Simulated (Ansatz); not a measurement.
```yaml
atoms:
  - { symbol: Cl, position_ang: [0.9834, 1.6345, -1.4883] }
  - { symbol: Cl, position_ang: [-0.9902, 2.0448, 1.1918] }
  - { symbol: O, position_ang: [1.6648, -0.3632, 0.5701] }
  - { symbol: O, position_ang: [-0.8550, -1.0345, 1.2801] }
  - { symbol: O, position_ang: [-1.0076, -0.5363, -1.3717] }
  - { symbol: Ta, position_ang: [-0.0891, 0.1974, 0.1164] }
  - { symbol: H, position_ang: [2.4425, -0.0430, 0.0973] }
  - { symbol: H, position_ang: [-1.2366, -1.6915, 1.8632] }
  - { symbol: H, position_ang: [-0.8237, -0.2544, -2.2760] }
```

Geometry: PBE0-D4/def2-SVP; core potentials replace the inner electrons of Ta.

All numbers below come from Ansatz 0.2.0, isolated molecule in a Gaussian basis; Kohn-Sham density functional theory, functional PBE0.

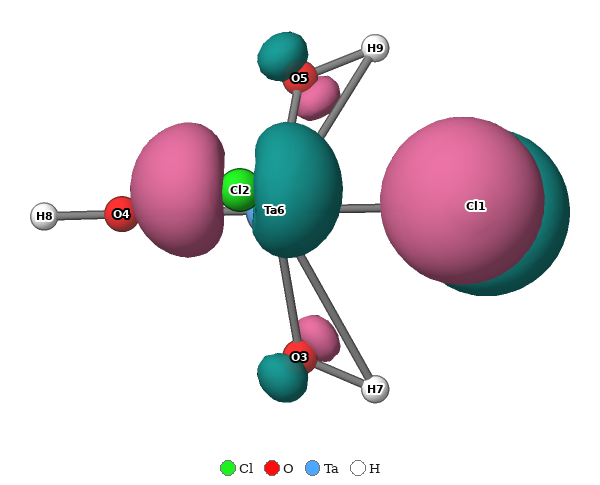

Cl₂H₃O₃Ta. The HOMO at ±0.15 Å⁻³ᐟ² (teal and pink are the two phases), seen across its widest extent.

Where does this orbital lie, and at what energy?

Answer. By Hirshfeld shares it lies mainly on Cl1 (about 65 %) and Cl2 (about 25 %). Its energy is −8.64 eV.
